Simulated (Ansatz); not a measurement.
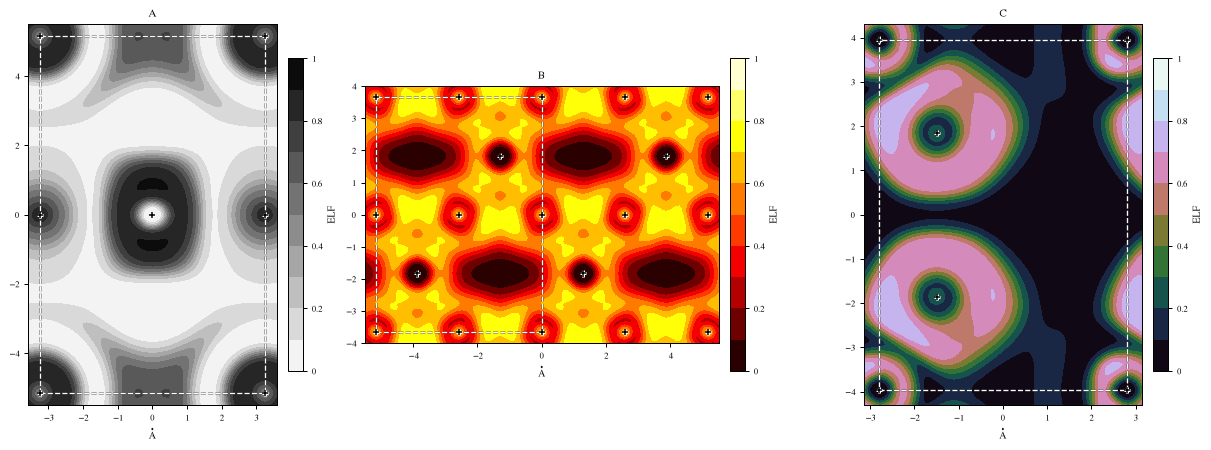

The ELF of 3 systems, each on a plane through atoms (crosses mark nuclei in the plane).

Theory: Ansatz 0.2.0, DFT PBE, scalar-relativistic, plane waves, PAW.

System 1: Si4B, the (101) plane of the conventional cell. Space group Im-3m; a structure generated by program, which may or may not match a known phase; computed without spin polarisation.

```cif
data_structure
_symmetry_space_group_name_H-M 'P 1'
_symmetry_Int_Tables_number 1
_cell_length_a 5.1668
_cell_length_b 5.1668
_cell_length_c 5.1668
_cell_angle_alpha 90.000
_cell_angle_beta 90.000
_cell_angle_gamma 90.000
_cell_volume 137.93
loop_
_atom_site_label
_atom_site_type_symbol
_atom_site_fract_x
_atom_site_fract_y
_atom_site_fract_z
_atom_site_occupancy
Si1 Si 0.25000 0.25000 0.75000 1
Si2 Si 0.75000 0.75000 0.25000 1
Si3 Si 0.25000 0.75000 0.25000 1
Si4 Si 0.75000 0.25000 0.75000 1
Si5 Si 0.75000 0.25000 0.25000 1
Si6 Si 0.25000 0.75000 0.75000 1
Si7 Si 0.25000 0.25000 0.25000 1
Si8 Si 0.75000 0.75000 0.75000 1
B1 B 0.00000 0.00000 0.00000 1
B2 B 0.50000 0.50000 0.50000 1
```

System 2: K5AgS3, the (100) plane of the conventional cell. Space group P6/mmm; a structure generated by program, which may or may not match a known phase.

```
K Ag S
1.0
     6.49390    0.00000    0.00000
    -3.24695    5.62388    0.00000
     0.00000    0.00000   10.30474
K Ag S
5 1 3
Direct
  0.00000 0.00000 0.00000
  0.33333 0.66667 0.27299
  0.33333 0.66667 0.72701
  0.66667 0.33333 0.72701
  0.66667 0.33333 0.27299
  0.00000 0.00000 0.50000
  0.50000 0.00000 0.50000
  0.00000 0.50000 0.50000
  0.50000 0.50000 0.50000
```

System 3: Ti3As4, the (011̄) plane of the conventional cell. Space group P-43m; a structure generated by program, which may or may not match a known phase; computed without spin polarisation.

Match each panel to its system.

Panel A is system 2, K5AgS3: the plane holds K, Ag and S. Ag–S (3.25 Å): the ELF peaks at about 0.85 in the valence shell of S, 0.9 Å from its nucleus, and drops to about 0.10 between the two atoms. Panel B is system 1, Si4B: the plane holds Si and B. Si–B (2.24 Å): the ELF peaks at about 0.70 between the atoms. Panel C is system 3, Ti3As4: the plane holds Ti and As. Ti–As (2.48 Å): the ELF is about 0.60 at the midpoint.
